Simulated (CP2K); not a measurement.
# C2H3FN2 (SMILES NC1=C(F)N1) at PM6

What is the energy difference between two shapes of C2H3FN2 at PM6? 

The calculation is run with CP2K 2026.2.

1 further run of the same task is left out (set aside as unsound or not needed).

### Step 1. The molecule

C2H3FN2: 8 atoms, total charge 0, spin state singlet. SMILES: `NC1=C(F)N1`. Geometry: relaxed at GFN2-xTB. This is one conformer, not always the lowest.

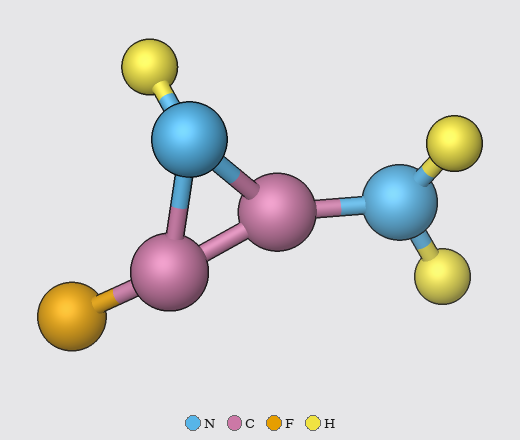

Viewed from a chosen angle; nitrogen blue, carbon pink, fluorine amber, hydrogen yellow.

### Step 2. Energy and gradient at PM6

The input, molecule.xyz:

```xyz
8

N      0.258920     1.196000     0.692350
C      0.020520     0.113800    -0.038450
C     -0.234290    -0.564610    -1.144810
F     -1.334940    -0.938570    -1.811940
N      0.447880    -1.262380     0.008680
H      1.035000     1.182990     1.336690
H     -0.031990     2.090140     0.333370
H     -0.161100    -1.817370     0.624110
```

The input, molecule.inp:

```
&FORCE_EVAL
  METHOD Quickstep
  &DFT
    CHARGE 0
    MULTIPLICITY 1
    &QS
      METHOD PM6
      EPS_DEFAULT 1.0E-10
      &SE
        &COULOMB
          CUTOFF [angstrom] 50
          RC_RANGE [angstrom] 0
        &END COULOMB
        &EXCHANGE
          CUTOFF [angstrom] 50
          RC_RANGE [angstrom] 0
        &END EXCHANGE
      &END SE
    &END QS
    &POISSON
      PERIODIC NONE
      POISSON_SOLVER ANALYTIC
    &END POISSON
    &SCF
      SCF_GUESS ATOMIC
      EPS_SCF 1.0E-06
      MAX_SCF 100
      ADDED_MOS 8
      &DIAGONALIZATION
        ALGORITHM STANDARD
      &END DIAGONALIZATION
      &MIXING
        METHOD DIRECT_P_MIXING
        ALPHA 0.4
      &END MIXING
    &END SCF
    &PRINT
      &MOMENTS
        PERIODIC F
        REFERENCE COM
        MAX_MOMENT 1
      &END MOMENTS
      &MO ON
        ENERGIES T
        OCCUPATION_NUMBERS T
        NDIGITS 6
        &EACH
          QS_SCF 0
        &END EACH
        ADD_LAST NUMERIC
      &END MO
      &HIRSHFELD OFF
      &END HIRSHFELD
    &END PRINT
  &END DFT
  &SUBSYS
    &CELL
      ABC [angstrom] 14.4 15.9 15.1
      PERIODIC NONE
    &END CELL
    &TOPOLOGY
      COORD_FILE_NAME molecule.xyz
      COORD_FILE_FORMAT XYZ
      &CENTER_COORDINATES
      &END CENTER_COORDINATES
    &END TOPOLOGY
  &END SUBSYS
  &PRINT
    &FORCES ON
    &END FORCES
  &END PRINT
&END FORCE_EVAL

&GLOBAL
  PROJECT_NAME molecule
  RUN_TYPE ENERGY_FORCE
  PRINT_LEVEL MEDIUM
&END GLOBAL
```

Run with:

```
$ OMP_NUM_THREADS=1 cp2k.psmp molecule.inp > molecule.out
```

What it wrote:

```text
CP2K| version string:                                       CP2K version 2026.2
[...]
 GLOBAL| Method name                                                        CP2K
[...]
 GLOBAL| Run type                                                   ENERGY_FORCE
[...]
                             - Atoms:                                          8
[...]
                             - Spherical basis functions:                     23
[...]
 Number of electrons:                                                         28
[...]
     1 P_Mix/Diag. 0.40E+00    0.0     0.67564074       -34.2614835136 -3.43E+01
[...]
    19 DIIS/Diag.  0.36E-06    0.0     0.00000069       -40.8703857816 -1.43E-11
  *** SCF run converged in    19 steps ***
  Core-core repulsion energy [eV]:                           2027.76356306483626
  Core Hamiltonian energy [eV]:                             -1823.77834361705254
  Two-electron integral energy [eV]:                        -2632.24995063267625
  Electronic energy [eV]:                                   -3139.90331893339044
  Total energy [eV]:                                        -1112.13975586855440
  Atomic reference energy [eV]:                              1114.42299315870309
  Heat of formation [kcal/mol]:                                52.65270691271521
[...]
 SE_DIPOLE| Moment [Debye]          0.61652677      -3.29853511      -3.15443103
 SE_DIPOLE| Derivative [a.u.]       0.00000000       0.00000000       0.00000000
 ENERGY| Total FORCE_EVAL ( QS ) energy [hartree]            -40.870385781598181
 FORCES| Atomic forces [hartree/bohr]
 FORCES|   Atom     x               y               z               |f|
 FORCES|      1  1.87516938E-03  1.70743462E-02  1.14195481E-02   2.06265760E-02
 FORCES|      2  3.43569189E-03  4.40954809E-02  2.89713072E-02   5.28729804E-02
 FORCES|      3 -4.25706816E-02 -3.69322259E-02 -6.11767237E-02   8.31795874E-02
 FORCES|      4  2.76120865E-02  9.01990736E-03  1.20419373E-02   3.14450998E-02
 FORCES|      5  3.14906740E-03 -3.14791250E-02  4.46544738E-03   3.19498381E-02
 FORCES|      6  1.76778880E-03  2.48031782E-03  1.56157892E-03   3.42280330E-03
 FORCES|      7  3.21421800E-04  3.37626463E-03  1.02352444E-03   3.54260880E-03
 FORCES|      8  4.40945583E-03 -7.63496601E-03  1.69338039E-03   8.97794764E-03
 FORCES| Sum     1.80411242E-16  2.28983499E-15 -6.19296281E-16
 FORCES| Total atomic force                                       2.37895363E-15
[...]
```

Wall time 0.22 s (1 thread of Arm Neoverse V2, shared host).

### Step 3. The distorted shape at the same level

The input, molecule.xyz:

```xyz
8

N      0.301657     1.188174     0.719325
C     -0.033625     0.054683     0.014814
C     -0.253038    -0.582668    -1.116983
F     -1.394791    -0.891248    -1.811003
N      0.488962    -1.274337    -0.022956
H      1.055136     1.123761     1.294328
H     -0.070478     2.131713     0.370438
H     -0.184699    -1.716009     0.600367
```

The input, calc.inp:

```
&GLOBAL
 PROJECT_NAME calc
 RUN_TYPE ENERGY_FORCE
 PRINT_LEVEL MEDIUM
&END GLOBAL
&FORCE_EVAL
 METHOD QS
 &DFT
  CHARGE 0
  MULTIPLICITY 1
  &QS
   METHOD PM6
   EPS_DEFAULT 1.0E-10
   &SE
    &COULOMB
     CUTOFF [angstrom] 50
     RC_RANGE [angstrom] 0
    &END COULOMB
    &EXCHANGE
     CUTOFF [angstrom] 50
     RC_RANGE [angstrom] 0
    &END EXCHANGE
   &END SE
  &END QS
  &POISSON
   PERIODIC NONE
   POISSON_SOLVER ANALYTIC
  &END POISSON
  &SCF
   SCF_GUESS ATOMIC
   EPS_SCF 1.0E-06
   MAX_SCF 100
   ADDED_MOS 8
   &DIAGONALIZATION
    ALGORITHM STANDARD
   &END DIAGONALIZATION
   &MIXING
    METHOD DIRECT_P_MIXING
    ALPHA 0.4
   &END MIXING
  &END SCF
  &PRINT
   &MOMENTS
    PERIODIC F
    REFERENCE COM
    MAX_MOMENT 1
   &END MOMENTS
   &MO ON
    ENERGIES T
    OCCUPATION_NUMBERS T
    NDIGITS 6
    &EACH
     QS_SCF 0
    &END EACH
    ADD_LAST NUMERIC
   &END MO
   &HIRSHFELD OFF
   &END HIRSHFELD
  &END PRINT
 &END DFT
 &SUBSYS
  &CELL
   ABC [angstrom] 14.4 15.8 15.1
   PERIODIC NONE
  &END CELL
  &TOPOLOGY
   COORD_FILE_NAME molecule.xyz
   COORD_FILE_FORMAT XYZ
   &CENTER_COORDINATES
   &END CENTER_COORDINATES
  &END TOPOLOGY
 &END SUBSYS
 &PRINT
  &FORCES ON
  &END FORCES
 &END PRINT
&END FORCE_EVAL
```

Run with:

```
$ OMP_NUM_THREADS=1 cp2k.psmp calc.inp > calc.out
```

What it wrote:

```text
CP2K| version string:                                       CP2K version 2026.2
[...]
 GLOBAL| Method name                                                        CP2K
[...]
 GLOBAL| Run type                                                   ENERGY_FORCE
[...]
                             - Atoms:                                          8
[...]
                             - Spherical basis functions:                     23
[...]
 Number of electrons:                                                         28
[...]
     1 P_Mix/Diag. 0.40E+00    0.0     0.65516347       -34.2889497975 -3.43E+01
[...]
    20 DIIS/Diag.  0.19E-06    0.0     0.00000061       -40.8492135629 -1.21E-11
  *** SCF run converged in    20 steps ***
  Core-core repulsion energy [eV]:                           2020.41692364408868
  Core Hamiltonian energy [eV]:                             -1822.86506776749161
  Two-electron integral energy [eV]:                        -2618.23097275105874
  Electronic energy [eV]:                                   -3131.98055414302098
  Total energy [eV]:                                        -1111.56363049893230
  Atomic reference energy [eV]:                              1114.42299315870309
  Heat of formation [kcal/mol]:                                65.93847460868184
[...]
 SE_DIPOLE| Moment [Debye]          0.72222119      -3.10951481      -3.00293289
 SE_DIPOLE| Derivative [a.u.]       0.00000000       0.00000000       0.00000000
 ENERGY| Total FORCE_EVAL ( QS ) energy [hartree]            -40.849213562915352
 FORCES| Atomic forces [hartree/bohr]
 FORCES|   Atom     x               y               z               |f|
 FORCES|      1 -4.79260503E-02 -1.48754434E-03 -3.85780436E-02   6.15417301E-02
 FORCES|      2  2.55652997E-02  1.24662221E-01  4.27711479E-02   1.34252095E-01
 FORCES|      3 -7.08421496E-02 -2.31101289E-02 -8.82875738E-02   1.15530879E-01
 FORCES|      4  4.72655092E-02  6.27061085E-03  2.34384591E-02   5.31291849E-02
 FORCES|      5 -9.45534548E-04 -4.37708527E-02  1.60268239E-02   4.66223194E-02
 FORCES|      6  2.55420529E-02  6.64876681E-03  2.00518906E-02   3.31463555E-02
 FORCES|      7  1.31763474E-02 -2.85954523E-02  1.11434937E-02   3.33990041E-02
 FORCES|      8  8.16452523E-03 -4.06176206E-02  1.34338022E-02   4.35536178E-02
 FORCES| Sum     6.10622664E-16  2.49800181E-16  8.55218674E-16
 FORCES| Total atomic force                                       1.08011997E-15
[...]
```

Run time: 0.22 s. Hardware: 1 thread of Arm Neoverse V2, shared host.

### Step 4. What came out

Level: PM6.

| quantity | value |
| --- | --- |
| first shape: total energy | -40.87039 Eh |
| first shape: dipole moment | 4.61 D |
| first shape: HOMO energy | -8.90 eV |
| first shape: LUMO energy | -0.27 eV |
| first shape: HOMO–LUMO gap | 8.64 eV |
| first shape: heat of formation at this unrelaxed shape | 52.7 kcal/mol |
| first shape: largest force on an atom | 4.277 eV/Å |
| distorted shape: total energy | -40.84921 Eh |
| distorted shape: dipole moment | 4.38 D |
| distorted shape: HOMO energy | -9.15 eV |
| distorted shape: LUMO energy | -0.52 eV |
| distorted shape: HOMO–LUMO gap | 8.64 eV |
| distorted shape: heat of formation at this unrelaxed shape | 65.9 kcal/mol |
| distorted shape: largest force on an atom | 6.904 eV/Å |
| energy change with the atoms displaced | 0.576 eV |

What this shows: With the atoms displaced the energy rises by 0.58 eV (55.6 kJ/mol). The first shape isn't relaxed at this level, so the change isn't measured from a minimum. The largest force (first shape) is 4.28 eV/Å: the shape isn't a stationary point for this species at this level.
